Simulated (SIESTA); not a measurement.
Band structure of MgPd3 (Pm-3m, 4 atoms in the cell).

```yaml
crystal:
  lattice:
    - [3.96476, 0.00000, 0.00000]
    - [0.00000, 3.96476, 0.00000]
    - [0.00000, 0.00000, 3.96476]
  atoms:
    - { symbol: Mg, position: [0.00000, 0.00000, 0.00000] }
    - { symbol: Pd, position: [0.00000, 0.50000, 0.50000] }
    - { symbol: Pd, position: [0.50000, 0.00000, 0.50000] }
    - { symbol: Pd, position: [0.50000, 0.50000, 0.00000] }
```

Method: SIESTA with GGA PBEsol, numerical atomic orbitals TZP, PseudoDojo PBEsol standard norm-conserving potentials (rewritten from UPF to PSML).

Settings: XC.functional = GGA; XC.authors = PBEsol; potentials = PseudoDojo PBEsol standard; PAO.BasisSize = TZP; PAO.EnergyShift = 0.005 Ry; MeshCutoff = 350 Ry; kgrid.MonkhorstPack = 7 7 7; OccupationFunction = FD; ElectronicTemperature = 1160.45 K; MaxSCFIterations = 150; SCF.Mixer.Method = Pulay; SCF.Mixer.Weight = 0.25; SCF.Mixer.History = 8; SCF.DM.Tolerance = 1.0E-04.

The starting cell comes from a database of computed structures (which also holds hypothetical and non-ambient phases and stackings), without a prior relaxation at this level. Its lattice was rescaled by a random factor within 2.5 % of one. Spin polarisation is off. Values carry the incompleteness of an atom-centred basis.

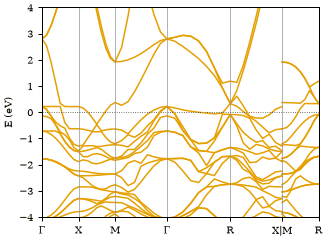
Figure. Bands along the path, energies from the Fermi level.

Levels in eV from the Fermi level, bands 29 to 34:
```csv
point,29,30,31,32,33,34
Γ,-0.14,0.22,0.22,0.22,2.80,2.80
X,-1.50,-1.47,-1.29,-0.63,0.22,7.14
M,-1.76,-1.24,-1.20,-0.64,0.37,1.92
R,-0.08,-0.08,-0.08,0.33,0.33,0.33
```

Bands cross the Fermi level along this path, so the cell is metallic at this level.

Higher empty bands are left out: an atom-centred basis made for the valence describes them poorly.
